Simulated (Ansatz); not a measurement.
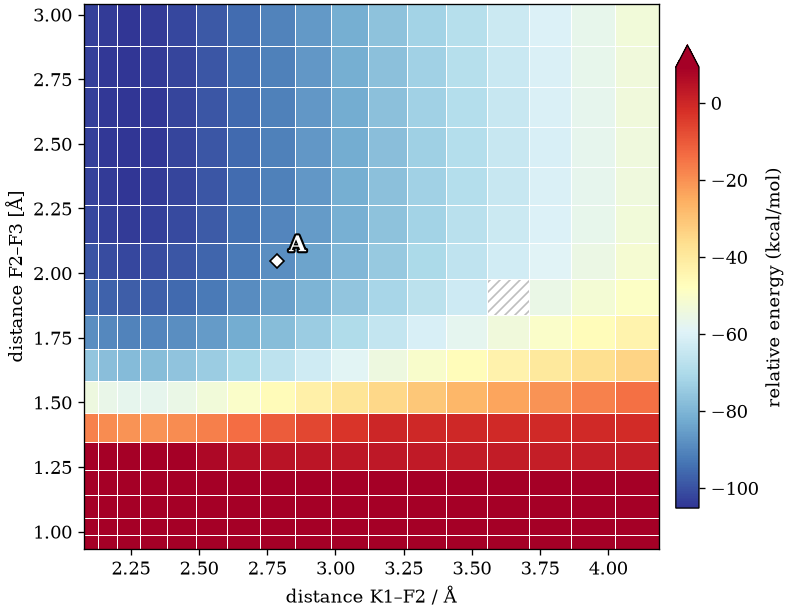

The system K + F₂, spin multiplicity 2. First axis: distance K1–F2. Second axis: distance F2–F3. Nothing is relaxed (the angle K1–F2–F3 is fixed at 140 degrees). Grid: 17 × 17 points. At 1 point there is no value. Points are written as (first, second). Energies are in kcal/mol, from K far from the relaxed FF (each part in its own basis). Energies and slopes of some neighbouring points disagree (a jump in structure or state, or too coarse a mesh). Computed with UHF/def2-TZVPD in Ansatz 0.2.0.

The picture shows one coloured cell a grid point, one colour for all values above the top of the scale, hatched blanks where no value was computed, the point A.

### Is A at rest? If not, where is it pushed?

A, at (2.787 Å, 2.046 Å), is not a stationary point. The computed force is 34 kcal/mol for each Å towards smaller values of distance K1–F2 and 18 kcal/mol for each Å towards larger values of distance F2–F3.
